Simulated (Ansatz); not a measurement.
CuI (zinc blende)

```xyz
2
Lattice="0.0000 2.9697 2.9697 2.9697 0.0000 2.9697 2.9697 2.9697 0.0000" Properties=species:S:1:pos:R:3 pbc="T T T"
I      4.4545     4.4545     4.4545
Cu     0.0000     0.0000     0.0000
```

This relaxed cell (volume V₀) is scaled evenly in all directions, its shape held. Symmetry pins the atoms to their sites.

Calculation: PBEsol (plane waves to 420 eV, PAW, scalar-relativistic; Ansatz, a quantum-chemistry and plane-wave program). k mesh 10×10×10 (Γ-centred), Fermi-Dirac smearing 0.05 eV. E stands for the smeared free energy. CuI is run without spin polarisation. CuI was relaxed with its symmetry unable to fall. Spin-orbit coupling is left out, though I is heavy. ΔE is measured from the relaxed starting cell.

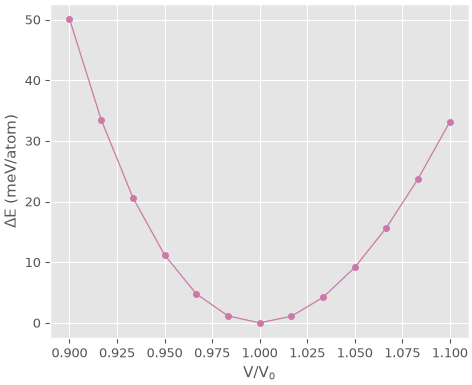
Figure: ΔE (meV/atom) against V/V₀; one marker a computed point.

Problem. What is ΔE at V/V₀ = 0.900?

Solution. About 50 meV/atom.

Problem. What is ΔE at V/V₀ = 1.100?

Solution. About 33 meV/atom.

Problem. What bulk modulus B₀ follows from a third-order Birch-Murnaghan fit?

Solution. About 49 GPa.

(A scan under strain: stresses follow from slopes of the energy per volume, elastic moduli from its curvatures.)
